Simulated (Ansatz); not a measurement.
# CoSi2: response to strain

Take CoSi2 (space group Fm-3m, No. 225; a = 5.315 Å; non-magnetic) as the base.

Strains are applied to the cell and any free atomic positions relax.

Computed with plane-wave PAW DFT at the r2SCAN level (Ansatz, a program for electronic structure, 500 eV), no SOC.

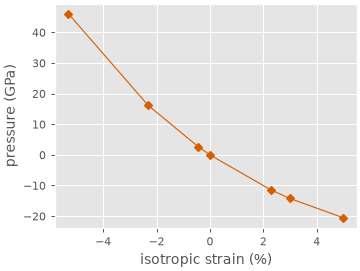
*Pressure against isotropic strain*

```csv
isotropic strain (%),pressure
-5.3,46.1 GPa
-2.32,16.2 GPa
-0.44,2.7 GPa
2.27,-11.4 GPa
2.99,-14.2 GPa
5,-20.6 GPa
```

Whether these cells are dynamically stable was not tested. Starting moments died away, wholly or in part, for the base; another magnetic solution may exist. All final runs are without spin polarisation. An odd electron count without spin: CoSi2.
